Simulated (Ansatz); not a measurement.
```xyz
5

Ge   -0.0515    0.0000    0.0279
H     0.0032    0.0000    1.5548
F     1.5682    0.0000   -0.5867
Cl   -1.0134    1.7573   -0.7420
Cl   -1.0134   -1.7573   -0.7420
```

These are results of RKS B3LYP/def2-SVP in Ansatz, not measurements.

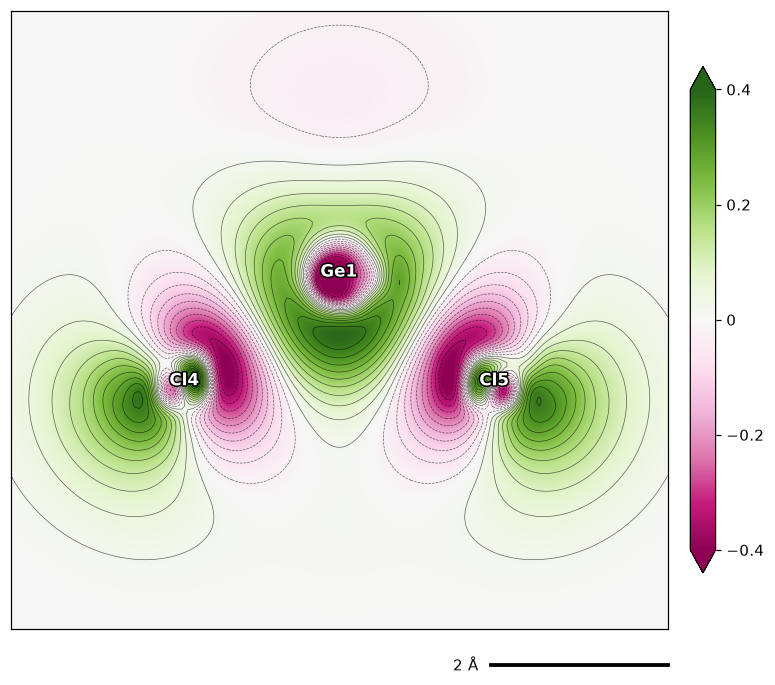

Cl2FGeH. One frontier orbital on the plane of atoms Cl4, Ge1 and Cl5 (values in Å⁻³ᐟ²; the overall sign is arbitrary).

Which orbital is it: HOMO or LUMO?

The LUMO, at −1.42 eV. Its weight (Hirshfeld) is mainly on Ge1 (about 35 %), Cl4 (about 20 %), Cl5 (about 20 %), H2 (about 15 %) and F3 (about 5 %).
